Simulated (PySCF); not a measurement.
**C4H6N2, SMILES `N#N.C=CC=C`: what the electrons do**

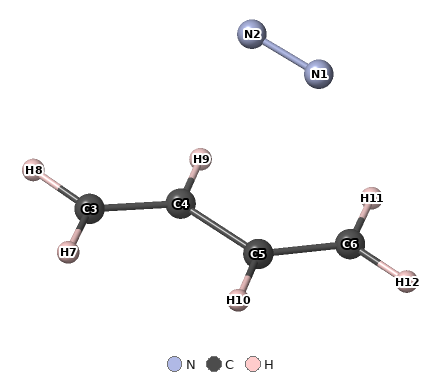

The molecule, with its atoms numbered as below. The pair's geometry is semi-empirical, so its contact may be too short or too long.

Coordinates in Å:

```
N1       2.0459    0.3601    0.1920
N2       1.6784    1.3529   -0.1058
C3      -1.9116    1.0977    0.1320
C4      -1.1835    0.1251   -0.4056
C5      -0.5912   -0.9501    0.3601
C6       0.2022   -1.8770   -0.1678
H7      -2.1120    1.1322    1.1906
H8      -2.3308    1.8921   -0.4608
H9      -0.9910    0.1126   -1.4710
H10     -0.8115   -0.9587    1.4199
H11      0.4365   -1.8846   -1.2201
H12      0.6431   -2.6586    0.4260
```

## 1. Bonding charge

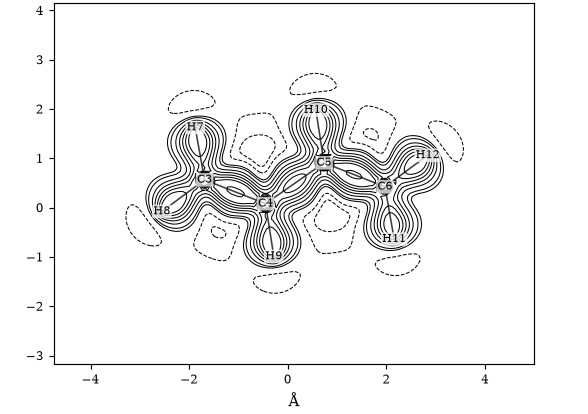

Deformation density (molecule less spherical, spin-averaged free atoms) in a plane through 10 of the atoms; contours at ±0.05 to ±0.8 e/Å³; solid lines: gain, dashed lines: loss.

Method: HF/def2-SVPD; geometry: GFN2-xTB; program: PySCF.

Q: Describe the bonding that the map shows.

A: C3–C4: +0.84 e/Å³ at the bond critical point (bond length 1.33 Å). C5–C6: +0.83 e/Å³ at the bond critical point (bond length 1.33 Å). C6–H12: +0.73 e/Å³ at the bond critical point (bond length 1.08 Å). C3–H8: +0.73 e/Å³ at the bond critical point (bond length 1.08 Å). C4–H9: +0.72 e/Å³ at the bond critical point (bond length 1.08 Å). C3–H7: +0.72 e/Å³ at the bond critical point (bond length 1.08 Å). C6–H11: +0.72 e/Å³ at the bond critical point (bond length 1.08 Å). C5–H10: +0.72 e/Å³ at the bond critical point (bond length 1.08 Å). C4–C5: +0.67 e/Å³ at the bond critical point (bond length 1.45 Å). In all, 2.9 electrons gather in the regions of gain relative to the promolecule.

## 2. Bond critical points

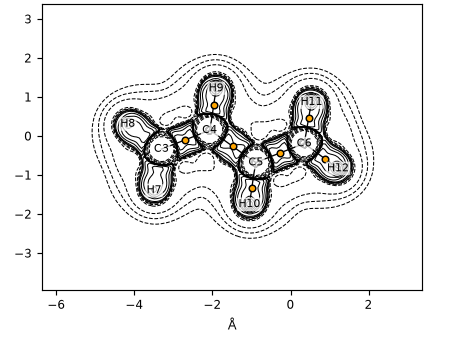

Negative Laplacian of the density (−∇²ρ) in a plane through 10 of the atoms (solid lines positive, dashed lines negative, contours at ±0.02 to ±8 a.u.), with bond paths and bond critical points (dots).

Q: At which bond critical points in this plane is charge locally concentrated, and at which depleted?

A: Concentrated (∇²ρ < 0): C3–C4 (−1.04 a.u.); C5–C6 (−1.03 a.u.); C4–C5 (−0.84 a.u.); C6–H12 (−1.16 a.u.); C6–H11 (−1.14 a.u.); C4–H9 (−1.14 a.u.); C5–H10 (−1.14 a.u.). At none is it depleted.

Q: Where along C6–H12 does the critical point lie?

A: 0.66 Å from C6 and 0.41 Å from H12.

## 3. Local ionisation energy

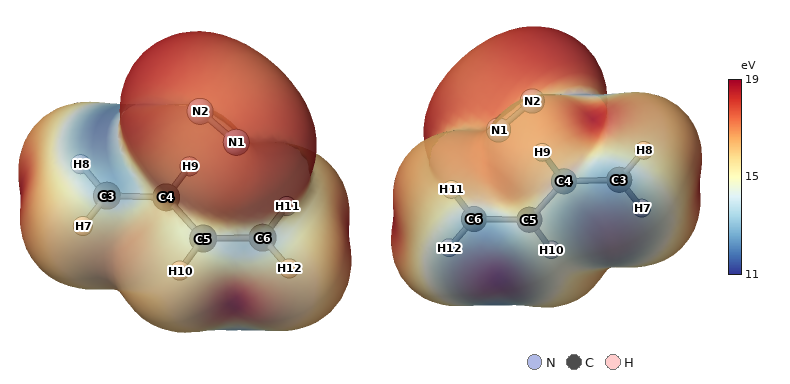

Average local ionisation energy on the surface of electron density 0.001 a.u. (back view left, front view right).

Q: Where are the most loosely bound electrons on this surface?

A: The lowest value is 11.1 eV, over C6, off the plane of its three bonds (2.1 Å). Further minima include 11.1 eV, over C3, off the plane of its three bonds (2.2 Å); 11.8 eV, over C3, off the plane of its three bonds (2.0 Å); 13.9 eV, 1.8 Å from H12. For comparison, the highest occupied orbital lies at −8.9 eV.

Q: What volume does the surface enclose, and what is the dipole moment?

A: About 129 Å³; the dipole moment is 0.1 D.

The PySCF run shown took 5.3 s on 1 thread of Intel(R) Xeon(R) Processor @ 2.50GHz (Skylake/Cascade Lake) (shared host).
